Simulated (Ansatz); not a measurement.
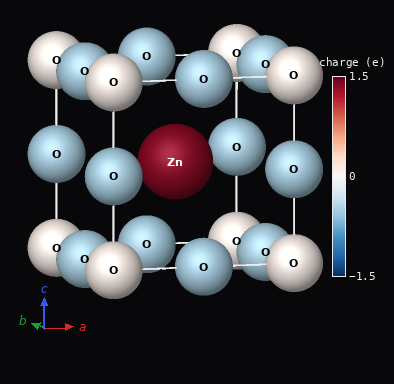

The image is a spheres-only drawing of a crystal, viewed slightly off an axis. The wireframe shows the simulation cell. The atoms of this ZnO₄ cell are coloured by their Bader charge.

The numbers come from Ansatz 0.2.0, DFT PBE, scalar-relativistic, plane waves, PAW, using wavefunction cutoff 420 eV, a 10×10×10 mesh of k-points, Gaussian smearing of 0.1 eV, no spin polarisation.

**Who donates electrons here and who accepts them?**

Most positive: Zn; most negative: O. Charges: about Zn +1.4 e; O -0.5 to +0.1 e.

The structure was taken from a random cell made by a generator, so it need not be a real form of the compound. Earlier steps of the study, as a rule a relaxation of our own, may have changed the cell and positions, so they can lie some per cent off the listed ones. It was run through Ansatz as a DFT input.
